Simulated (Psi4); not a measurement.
## CuH$_{2}$ (charge −1): property calculation

The run: property calculation of CuH$_{2}$, charge −1. Method and program: B3LYP5/aug-cc-pwCVTZ, RKS (Psi4 1.11).

The geometry comes from this level: GFN2-xTB.

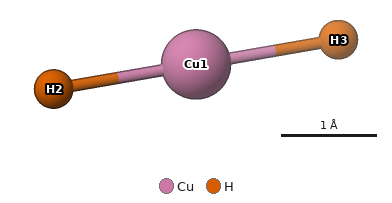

*The structure as given in the input (ball-and-stick view, seen at an oblique angle; atoms are numbered from 1 in the order of the input). Sticks mark near contacts.*

Bond lengths as drawn: Cu–H 1.55 Å.

Input (calc.inp)
```
memory 1600 mb

molecule geom {
  -1 1
  Cu     0.000160     0.000090     0.000010
  H     -0.017570    -0.021680     1.552660
  H      0.017410     0.021590    -1.552670
  symmetry c1
}

set reference rks
set d_convergence 0.001
set maxiter 80

result, w = energy('b3lyp5/aug-cc-pwCVTZ', return_wfn=True)
oeprop(w, 'NO_OCCUPATIONS', 'MBIS_CHARGES', 'MULLIKEN_CHARGES', 'WIBERG_LOWDIN_INDICES', 'DIPOLE')
```

Launch command:
```bash
psi4 -i calc.inp -o calc.out -n 1
```

What the program printed
```
Psi4 1.11 release

   => Loading Basis Set <=

    Name: AUG-CC-PWCVTZ
    Role: ORBITAL
    Keyword: BASIS

         ---------------------------------------------------------
                                   SCF
                              RKS Reference
                        1 Threads,   1525 MiB Core
         ---------------------------------------------------------

  ==> Geometry <==

    Molecular point group: c1
    Full point group: Cs

    Geometry (in Angstrom), charge = -1, multiplicity = 1:

       Center              X                  Y                   Z               Mass
    ------------   -----------------  -----------------  -----------------  -----------------
         CU          -0.000008546217     0.000000465552     0.000000000000    62.929597720000
         H            0.026121179138     1.552684446842    -0.000000000000     1.007825032230
         H           -0.025587544816    -1.552713516394     0.000000000000     1.007825032230

  Running in c1 symmetry.

  Rotational constants: A = 113656506.43738  B =      3.46806  C =      3.46806 [cm^-1]
  Rotational constants: A = 3407336343255.47607  B = 103969.78091  C = 103969.77773 [MHz]
  Nuclear repulsion =   19.934691780152878

  Charge       = -1
  Multiplicity = 1
  Electrons    = 32
  Nalpha       = 16
  Nbeta        = 16

  ==> Algorithm <==

  SCF Algorithm Type is DF.
  DIIS enabled.
  MOM disabled.
  Fractional occupation disabled.
  Guess Type is SAD.
  Energy threshold   = 1.00e-06
  Density threshold  = 1.00e-03
  Integral threshold = 1.00e-12

  ==> Primary Basis <==

  Basis Set: AUG-CC-PWCVTZ
    Blend: AUG-CC-PWCVTZ
    Number of shells: 51
    Number of basis functions: 173
    Number of Cartesian functions: 214
    Spherical Harmonics?: true
    Max angular momentum: 4

  ==> DFT Potential <==

   => LibXC <=

    Version 7.1.2

   => Composite Functional: B3LYP5 <=

    B3LYP5 Hyb-GGA Exchange-Correlation Functional

    Deriv               =              1
    GGA                 =           TRUE
    Meta                =          FALSE

    Exchange Hybrid     =           TRUE
    MP2 Hybrid          =          FALSE

   => Exchange Functionals <=

    0.0800   Slater exchange
    0.7200         Becke 88

   => Exact (HF) Exchange <=

    0.2000               HF

   => Correlation Functionals <=

    0.1900   Vosko, Wilk & Nusair (VWN5)
    0.8100   Lee, Yang & Parr

   => LibXC Density Thresholds  <==

    XC_HYB_GGA_XC_B3LYP5:  1.00E-15

   => Molecular Quadrature <=

    Radial Scheme          =       TREUTLER
    Pruning Scheme         =           NONE
    Nuclear Scheme         =       TREUTLER

    Blocking Scheme        =         OCTREE
    BS radius alpha        =              1
    Pruning alpha          =              1
    Radial Points          =             75
    Spherical Points       =            302
    Total Points           =          66832
    Total Blocks           =            568
    Max Points             =            256
    Max Functions          =            173
    Weights Tolerance      =       1.00E-15

   => Loading Basis Set <=

    Name: (AUG-CC-PWCVTZ AUX)
    Role: JKFIT
    Keyword: DF_BASIS_SCF

  ==> Integral Setup <==

  DFHelper Memory: AOs need 0.089 GiB; user supplied 0.843 GiB.
  SCF_SUBTYPE=INCORE selected. In-core MEM_DF algorithm will be used.
  Using in-core AOs.

  ==> MemDFJK: Density-Fitted J/K Matrices <==

    J tasked:                   Yes
    K tasked:                   Yes
    wK tasked:                   No
    Memory [MiB]:               863
    Algorithm:                 Core
    Schwarz Cutoff:           1E-12
    Mask sparsity (%):       0.0000
    Fitting Condition:        1E-10

   => Auxiliary Basis Set <=

  Basis Set: (AUG-CC-PWCVTZ AUX)
    Blend: AUG-CC-PVTZ-JKFIT + DEF2-UNIVERSAL-JKFIT
    Number of shells: 86
    Number of basis functions: 356
    Number of Cartesian functions: 487
    Spherical Harmonics?: true
    Max angular momentum: 6

  Cached 100.0% of DFT collocation blocks in 0.275 [GiB].

  Minimum eigenvalue in the overlap matrix is 1.1081906937E-04.
  Reciprocal condition number of the overlap matrix is 1.6120467961E-05.
    Using symmetric orthogonalization.

  ==> Pre-Iterations <==

  SCF Guess: Superposition of Atomic Densities via on-the-fly atomic UHF (no occupation information).

   -------------------------
    Irrep   Nso     Nmo
   -------------------------
     A        173     173
   -------------------------
    Total     173     173
   -------------------------

  ==> Iterations <==

                           Total Energy        Delta E     RMS |[F,P]|

   @DF-RKS iter SAD: -1639.13117954792096   -1.63913e+03   0.00000e+00
   @DF-RKS iter   1: -1637.83105098751525    1.30013e+00   2.97276e-02 ADIIS/DIIS
   @DF-RKS iter   2: -1592.76673980596229    4.50643e+01   5.74566e-02 ADIIS/DIIS
   @DF-RKS iter   3: -1641.41395110455551   -4.86472e+01   4.75910e-03 ADIIS/DIIS
   @DF-RKS iter   4: -1602.56334831597496    3.88506e+01   3.54034e-02 ADIIS/DIIS
   @DF-RKS iter   5: -1641.70626690535323   -3.91429e+01   1.21515e-03 ADIIS/DIIS
   @DF-RKS iter   6: -1641.71406307360530   -7.79617e-03   6.95247e-04 ADIIS/DIIS
   @DF-RKS iter   7: -1641.71601502638578   -1.95195e-03   1.63159e-04 ADIIS/DIIS
   @DF-RKS iter   8: -1641.71614809381754   -1.33067e-04   1.23795e-05 DIIS
   @DF-RKS iter   9: -1641.71615044374744   -2.34993e-06   3.55300e-06 DIIS
   @DF-RKS iter  10: -1641.71615052889024   -8.51428e-08   6.24958e-07 DIIS
  Energy and wave function converged.

  ==> Post-Iterations <==

   Electrons on quadrature grid:
      Ntotal   =   32.0000013478 ; deviation = 1.348e-06

    Orbital Energies [Eh]
    ---------------------

    Doubly Occupied:

       1A   -322.729237     2A    -38.548669     3A    -33.751935
       4A    -33.748143     5A    -33.748143     6A     -4.059509
       7A     -2.556333     8A     -2.550126     9A     -2.550126
      10A     -0.126318    11A     -0.047463    12A     -0.047463
      13A     -0.042942    14A     -0.042942    15A     -0.030874
      16A     -0.014818

    Virtual:

      17A      0.103702    18A      0.110148    19A      0.112816
      20A      0.112816    21A      0.156768    22A      0.186314
      23A      0.193584    24A      0.193584    25A      0.242726
      26A      0.288013    27A      0.288013    28A      0.289087
      29A      0.301513    30A      0.301513    31A      0.326188
      32A      0.392470    33A      0.392470    34A      0.397445
      35A      0.456985    36A      0.456985    37A      0.458635
      38A      0.496665    39A      0.508712    40A      0.508712
      41A      0.705383    42A      0.709338    43A      0.742853
      44A      0.787665    45A      0.787665    46A      0.802695
      47A      0.802695    48A      0.883586    49A      0.883586
      50A      0.963646    51A      1.041121    52A      1.041121
      53A      1.070065    54A      1.090750    55A      1.090750
      56A      1.139694    57A      1.139694    58A      1.144168
      59A      1.206271    60A      1.206271    61A      1.295913
      62A      1.295913    63A      1.325270    64A      1.456987
      65A      1.576405    66A      1.576405    67A      1.677142
      68A      1.677142    69A      1.807795    70A      1.871053
      71A      1.871053    72A      1.876601    73A      2.215605
      74A      2.215605    75A      2.228797    76A      2.228797
      77A      2.289562    78A      2.289562    79A      2.561214
      80A      2.661899    81A      3.040513    82A      3.141708
      83A      3.696675    84A      3.863148    85A      3.863195
      86A      3.907907    87A      3.907955    88A      3.925819
      89A      3.925819    90A      4.049884    91A      4.049884
      92A      4.118475    93A      4.118475    94A      4.337593
      95A      4.337593    96A      4.355164    97A      4.409805
      98A      4.409810    99A      4.415997   100A      4.577886
     101A      4.598969   102A      4.598969   103A      4.705836
     104A      4.705836   105A      5.095042   106A      5.095042
     107A      5.222201   108A      5.445548   109A      6.219594
     110A      6.219594   111A      6.220546   112A      6.249485
     113A      6.249485   114A      6.262038   115A      6.262039
     116A      6.263871   117A      6.263871   118A      6.293851
     119A      6.293851   120A      6.520357   121A      6.695028
     122A      6.695030   123A      7.910009   124A     11.741930
     125A     11.741930   126A     11.810441   127A     11.810441
     128A     12.018516   129A     12.018516   130A     12.126147
     131A     13.497959   132A     13.497959   133A     14.215232
     134A     14.431840   135A     16.577744   136A     16.577744
     137A     16.578368   138A     16.578373   139A     16.589517
     140A     16.589519   141A     16.711335   142A     16.711335
     143A     16.869701   144A     16.929447   145A     16.929447
     146A     17.001880   147A     17.001880   148A     17.748870
     149A     31.136455   150A     31.136455   151A     31.180631
     152A     31.180631   153A     31.328372   154A     31.328372
     155A     31.433319   156A     40.461171   157A     40.461171
     158A     40.463152   159A     40.463153   160A     40.467018
     161A     40.467019   162A     40.546346   163A     40.546346
     164A     40.749306   165A     44.114776   166A     44.114776
     167A     44.892213   168A     45.411057   169A     45.411058
     170A     45.451956   171A     45.451956   172A     45.907210
     173A     85.632588

    Final Occupation by Irrep:
              A
    DOCC [    16 ]
    NA   [    16 ]
    NB   [    16 ]

  @DF-RKS Final Energy: -1641.71615052889024

   => Energetics <=

    Nuclear Repulsion Energy =             19.9346917801528782
    One-Electron Energy =               -2335.6207185962084623
    Two-Electron Energy =                 728.6837449969929139
    DFT Exchange-Correlation Energy =     -54.7138687098274090
    Empirical Dispersion Energy =           0.0000000000000000
    VV10 Nonlocal Energy =                  0.0000000000000000
    Total Energy =                      -1641.7161505288902390

Computation Completed

Properties will be evaluated at   0.000000,   0.000000,   0.000000 [a0]

Properties computed using the SCF density matrix

 Multipole Moments:

 ------------------------------------------------------------------------------------
     Multipole            Electronic (a.u.)      Nuclear  (a.u.)        Total (a.u.)
 ------------------------------------------------------------------------------------

 L = 1.  Multiply by 2.5417464519 to convert [e a0] to [Debye]
 Dipole X            :         -0.0008928            0.0005401           -0.0003528
 Dipole Y            :          0.0000601           -0.0000294            0.0000307
 Dipole Z            :         -0.0000000           -0.0000000           -0.0000000
 Magnitude           :                                                    0.0003541

 ------------------------------------------------------------------------------------

	total time  =         20 seconds =       0.33 minutes

Properties will be evaluated at   0.000000,   0.000000,   0.000000 [a0]
OEProp: No title given, name of density matrix used for the following properties is 'SCF density'

 Multipole Moments:

 ------------------------------------------------------------------------------------
     Multipole            Electronic (a.u.)      Nuclear  (a.u.)        Total (a.u.)
 ------------------------------------------------------------------------------------

 L = 1.  Multiply by 2.5417464519 to convert [e a0] to [Debye]
 Dipole X            :         -0.0008928            0.0005401           -0.0003528
 Dipole Y            :          0.0000601           -0.0000294            0.0000307
 Dipole Z            :         -0.0000000           -0.0000000           -0.0000000
 Magnitude           :                                                    0.0003541

 ------------------------------------------------------------------------------------
  Mulliken Charges: (a.u.)
   Center  Symbol    Alpha    Beta     Spin     Total
       1    CU    14.63704 14.63704  0.00000 -0.27408
       2     H     0.68148  0.68148  0.00000 -0.36295
       3     H     0.68148  0.68148  0.00000 -0.36296

   Total alpha = 16.00000, Total beta = 16.00000, Total charge = -1.00000

  ==> Computing MBIS Charges <==

  Electron Count from Grid (Expected Number): 32.00000 (32.00000)
  Difference:  0.00000

  MBIS Charges: (a.u.)
   Center  Symbol  Z      Pop.       Charge
      1      CU   29   29.000264   -0.000264
      2       H    1    1.499868   -0.499868
      3       H    1    1.499871   -0.499871

  MBIS Dipoles: [e a0]
   Center  Symbol  Z        X           Y           Z
      1      CU   29    0.000055   -0.000006   -0.000000
      2       H    1    0.000907    0.051619   -0.000000
      3       H    1   -0.000812   -0.051619    0.000000

  MBIS Quadrupoles: [e a0^2]
   Center  Symbol  Z      XX        XY        XZ        YY        YZ        ZZ
      1      CU   29   -11.9776   -0.0148   -0.0000   -12.8659   -0.0000   -11.9773
      2       H    1   -1.9019   -0.0009   -0.0000   -1.9571    0.0000   -1.9018
      3       H    1   -1.9019   -0.0009    0.0000   -1.9571   -0.0000   -1.9019

  MBIS Octupoles: [e a0^3]
   Center  Symbol  Z      XXX       XXY       XXZ       XYY       XYZ       XZZ       YYY       YYZ       YZZ       ZZZ
      1      CU   29   -0.0001   -0.0000   -0.0000    0.0002   -0.0000   -0.0000   -0.0000   -0.0000   -0.0000   -0.0000
      2       H    1   -0.0067   -0.1370   -0.0000   -0.0026   -0.0000   -0.0022   -0.4307   -0.0000   -0.1370   -0.0000
      3       H    1    0.0070    0.1370   -0.0000    0.0026   -0.0000    0.0023    0.4307   -0.0000    0.1370   -0.0000

  MBIS Radial Moments:
   Center  Symbol  Z      [a0^2]      [a0^3]      [a0^4]
      1      CU   29   36.820876   117.901267   585.188984
      2       H    1    5.760768   16.689774   58.631070
      3       H    1    5.760830   16.690035   58.632298

  MBIS Valence Widths: [a0]
   Center  Symbol  Z     Width
      1      CU   29    0.858680
      2       H    1    0.560207
      3       H    1    0.560209

  MBIS Valence Charges: (a.u.)
   Center  Symbol  Z     Charge
      1      CU   29   -2.487510
      2       H    1   -1.499868
      3       H    1   -1.499871

  Wiberg Bond Indices using Orthogonal Lowdin Orbitals:

  Irrep: 1 Size: 3 x 3

                 1                   2                   3

    1     0.00000000000000     1.62481889063055     1.62478909321254
    2     1.62481889063055     0.00000000000000     0.13856821820858
    3     1.62478909321254     0.13856821820858     0.00000000000000

  Atomic Valences:

 #  #
 Irrep: 1
      1:    3.249607983843086
      2:    1.763387108839128
      3:    1.763357311421115

  Natural Orbital Occupations:

  Total Occupations:
  HONO-2 :   14  A    2.000
  HONO-1 :   15  A    2.000
  HONO-0 :   16  A    2.000
  LUNO+0 :   17  A    0.000
  LUNO+1 :   18  A    0.000
  LUNO+2 :   19  A    0.000
  LUNO+3 :   20  A    0.000

    Psi4 run time: 0:00:24.31
```

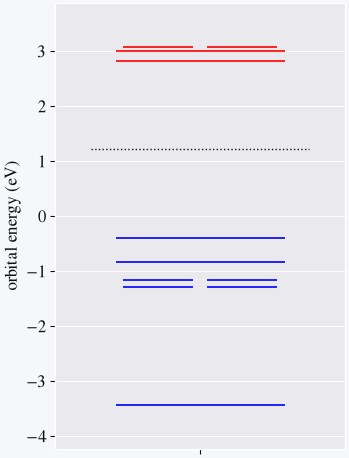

*Orbital energies near the frontier; the dotted line parts filled from empty levels, and levels within 0.02 eV of each other stand side by side.*

Highest filled −0.40 eV, lowest empty 2.82 eV, 3.22 eV apart.

Key numbers

| quantity | value |
| --- | --- |
| outcome | converged |
| total energy | −1641.716151 hartree |
| basis functions | 173 |
| HOMO | −0.40 eV |
| LUMO | 2.82 eV |
| hardware | 1 thread of AMD EPYC (Zen 3), 192 GiB of memory available, shared host |
| wall time | 26 s |
| peak memory | 1.1 GiB |

Notes

Settings chosen away from the usual ones: d_convergence set to 0.001. These settings are looser than, or depart from, a standard set-up, so the numbers are not reference values for this system.
